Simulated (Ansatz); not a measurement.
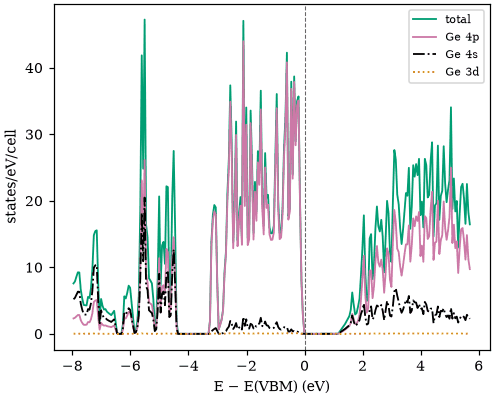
Fig. 1. Total and projected density of states of Ge in space group Fd-3m (No. 227; Ge on 8b, Ge on 32e, Ge on 96g), DFT-r²SCAN in the program Ansatz with PAW potentials

### Question
Which orbitals carry the states next to the gap?

### Answer
Top 1 eV of the valence band: Ge 4p 97 %. Bottom 1 eV of the conduction band: Ge 4p 55 %, Ge 4s 37 %, outside the projected shells 8 %. Projections are on Löwdin-orthogonalised atomic valence shells; empty p or d shells of many metals are not among them.

### Question
Where is the tallest occupied peak in this window, and what makes it?

### Answer
Near -5.5 eV, about 47 states/eV per cell; the largest projected share is Ge 4p.

The workflow started from a Materials Project entry (that database holds measured and hypothetical structures alike). Its sites differ from those of the usual phase in this space group: another stacking or structure type. The r²SCAN relaxation kept the symmetry of its start; its stability against distortions is not shown here. Spin–orbit coupling is left out wherever it is not named.

Potentials: the earlier of the program's two PAW sets. The files were generated under PBE; for other functionals the program regenerates the frozen cores, and for LDA and PBEsol the local potential too.
